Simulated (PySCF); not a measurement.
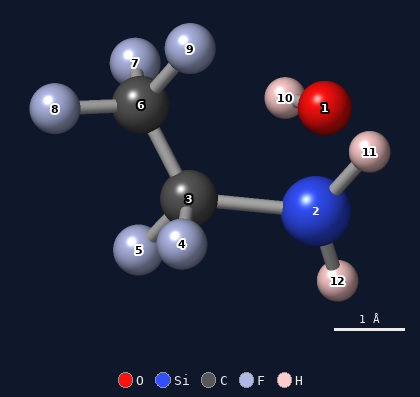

*The input geometry (ball-and-stick view, seen at a tilt; atoms are numbered from 1 in the order of the input). Sticks are drawn by distance; a stretched bond gets none, so the picture shows separate pieces.*

Bond lengths as drawn: C–C 1.53 Å, C–F 1.33 to 1.37 Å, C–Si 1.85 Å, H–O 0.96 Å and H–Si 1.33 to 1.40 Å.

# Spin–spin coupling calculation of C2H3F5OSi

- system: C2H3F5OSi
- method: PBE0/aug-cc-pVDZ indirect spin-spin coupling, non-relativistic, gas phase (PySCF 2.14.0)

Some settings of this run were made unusual or wrong on purpose. The geometry comes from this level: GFN2-xTB, altered. Figures and captions count atoms from 1; the log counts them from 0 in places.

Log
```
final grid: 119688 points
cycle   1  E = -940.8924000451  dE =  1.482e+00  |g| = 1.298e+00  |ddm| = 7.214e+00
cycle   2  E = -937.8939259639  dE =  2.998e+00  |g| = 3.271e+00  |ddm| = 6.108e+00
cycle   3  E = -941.0756814659  dE = -3.182e+00  |g| = 7.887e-01  |ddm| = 5.292e+00
cycle   4  E = -941.2113178929  dE = -1.356e-01  |g| = 1.422e-01  |ddm| = 1.124e+00
cycle   5  E = -941.2176257643  dE = -6.308e-03  |g| = 5.691e-02  |ddm| = 5.073e-01
cycle   6  E = -941.2182373989  dE = -6.116e-04  |g| = 2.644e-02  |ddm| = 1.437e-01
cycle   7  E = -941.2183563637  dE = -1.190e-04  |g| = 8.637e-03  |ddm| = 4.012e-02
cycle   8  E = -941.2183695209  dE = -1.316e-05  |g| = 2.138e-03  |ddm| = 1.229e-02
cycle   9  E = -941.2183703617  dE = -8.408e-07  |g| = 8.511e-04  |ddm| = 4.103e-03
cycle  10  E = -941.2183704909  dE = -1.293e-07  |g| = 2.842e-04  |ddm| = 1.487e-03
cycle  11  E = -941.2183705039  dE = -1.299e-08  |g| = 6.907e-05  |ddm| = 4.203e-04
cycle  12  E = -941.2183705048  dE = -8.777e-10  |g| = 2.034e-05  |ddm| = 1.446e-04
converged SCF energy = -941.2183705048

Indirect spin-spin couplings (Hz)
  i      j    bonds     total        FC       PSO       DSO        SD
  0 O    1 Si   1     -0.596    -5.998     1.635     0.049     3.718
  0 O    3 F    3     -2.735    -3.201     3.101     0.138    -2.772
  0 O    4 F    3      0.872     0.025     0.515    -0.011     0.343
  0 O    6 F    4     -0.689    -2.507     2.269    -0.149    -0.302
  0 O    7 F    4     -0.467    -0.087    -0.559     0.141     0.039
  0 O    8 F    4     -1.327    -0.705    -0.386    -0.067    -0.169
  0 O    9 H    1    -92.691   -83.701    -8.625    -0.365         -
  0 O   10 H    2     -1.240    -1.025    -0.086    -0.129         -
  0 O   11 H    2     -1.307    -1.153    -0.130    -0.024         -
  1 Si   2 C    1    -96.896   -95.546     0.657    -0.210    -1.798
  1 Si   3 F    2    -30.519   -29.433    -3.814    -0.146     2.874
  1 Si   4 F    2    -35.460   -33.394     0.063    -0.047    -2.082
  1 Si   5 C    2     -4.623    -4.746     0.042    -0.054     0.136
  1 Si   6 F    3      2.193     2.266     0.114     0.005    -0.192
  1 Si   7 F    3     -3.595    -3.876     0.309     0.229    -0.258
  1 Si   8 F    3      0.072    -0.438     0.634    -0.100    -0.024
  1 Si   9 H    2      1.460     1.627    -0.316     0.323    -0.174
  1 Si  10 H    1   -275.710  -276.114     1.446    -0.384    -0.658
  1 Si  11 H    1   -274.872  -275.554     1.813    -0.374    -0.758
  2 C    3 F    1   -213.864  -233.487     2.297     1.534    15.792
  2 C    4 F    1   -252.689  -255.606    -9.632     1.531    11.019
  2 C    6 F    2     32.680    33.227    -1.077     0.456     0.073
  2 C    7 F    2     20.685    17.866     0.501     0.304     2.015
  2 C    8 F    2     42.598    43.099    -1.141     0.444     0.195
  2 C    9 H    3     -0.156    -0.226    -0.155     0.225         -
  2 C   10 H    2      8.401     8.569    -0.216     0.048         -
  2 C   11 H    2      5.501     5.707    -0.211     0.005         -
  3 F    4 F    2    434.678   129.173   203.353     0.306   101.846
  3 F    5 C    2     18.837    21.181    -3.297     0.513     0.440
  3 F    6 F    3     11.559    -9.608     4.256    -1.344    18.255
  3 F    7 F    3     -7.160     2.425   -12.998     0.589     2.824
  3 F    8 F    3     -6.932    -2.815    -1.492     0.379    -3.005
  3 F    9 H    4     -5.949    -3.952    -0.195    -1.323    -0.479
  3 F   10 H    3     -0.160    -0.009     0.285    -0.142    -0.294
  3 F   11 H    3     -2.876    -2.024     0.141    -0.872    -0.122
  4 F    5 C    2     23.141    24.853    -2.515     0.518     0.285
  4 F    6 F    3    -11.850     1.128   -14.476     0.692     0.806
  4 F    7 F    3    -13.981    -2.044   -11.733     0.354    -0.558
  4 F    8 F    3     21.669    -0.141     4.144    -1.357    19.023
  4 F    9 H    4      0.432     0.079    -0.214     0.569    -0.002
  4 F   10 H    3     17.062    18.812     0.075    -1.846     0.022
  4 F   11 H    3     -0.007     0.509    -0.747     0.614    -0.383
  5 C    6 F    1   -235.325  -212.870   -30.535     1.706     6.375
  5 C    7 F    1   -249.949  -223.492   -32.834     1.680     4.698
  5 C    8 F    1   -231.212  -210.093   -29.182     1.691     6.371
  5 C   10 H    3     -0.467    -0.480    -0.131     0.145         -
  5 C   11 H    3      3.094     3.298     0.053    -0.257         -
  6 F    7 F    2    110.890    96.383   -29.451     0.138    43.819
  6 F    8 F    2    157.681   106.499     3.588     0.235    47.360
  6 F    9 H    5     -0.290    -0.553    -1.900     2.111     0.052
  6 F   10 H    4     -0.211     0.079     0.282    -0.460    -0.113
  6 F   11 H    4     -0.862    -0.112     0.163    -0.843    -0.071
  7 F    8 F    2    111.041    98.384   -30.356     0.098    42.915
  7 F   10 H    4     -0.224     0.353     0.517    -1.057    -0.037
  7 F   11 H    4      2.817     3.611     0.583    -1.426     0.049
  8 F   10 H    4      2.674     2.520    -1.270     1.348     0.076
  8 F   11 H    4     -0.910     0.309     0.367    -1.521    -0.064
  9 H   10 H    3      0.638     1.466     1.745    -2.573         -
  9 H   11 H    3      0.301     0.522     0.634    -0.855         -
 10 H   11 H    2     28.062    31.948     0.470    -4.355         -
```

The run was set up as follows.

Input
```
{"job": {"kind": "j", "xc": "PBE0", "basis": "aug-cc-pVDZ", "scf": {"max_cycle": 59}}, "charge": 0, "multiplicity": 1}
O      1.868972     0.226671     0.937730
Si     0.992932    -1.205556    -0.299737
C     -0.483485    -0.165534    -0.721701
F     -1.284303    -1.150872    -1.208996
F     -0.249011     0.675394    -1.773744
C     -1.278797     0.620261     0.317647
F     -0.587597     1.710417     0.691841
F     -2.476703     1.034659    -0.086893
F     -1.461453    -0.116533     1.420518
H      1.975813     1.162913     0.777262
H      0.841203    -1.968744     0.867437
H      1.941464    -1.154276    -1.232961
```

The first line tells a small driver script what to run in PySCF; the rest is the geometry in Å.

Launch command:
```bash
OMP_NUM_THREADS=1 python <driver script> task.json out
```

Outcome

| quantity | value |
| --- | --- |
| outcome | converged |
| total energy | −941.218371 hartree |
| HOMO | −7.61 eV |
| LUMO | −2.35 eV |
| dipole moment | 3.26 D |
| hardware | 1 CPU thread, shared host |
| wall time | 59 s |
| peak memory | 1.1 GiB |

What went wrong

Some settings of this run were drawn to be unusual or wrong. It converged; results that depend on the unusual settings are not reference values.
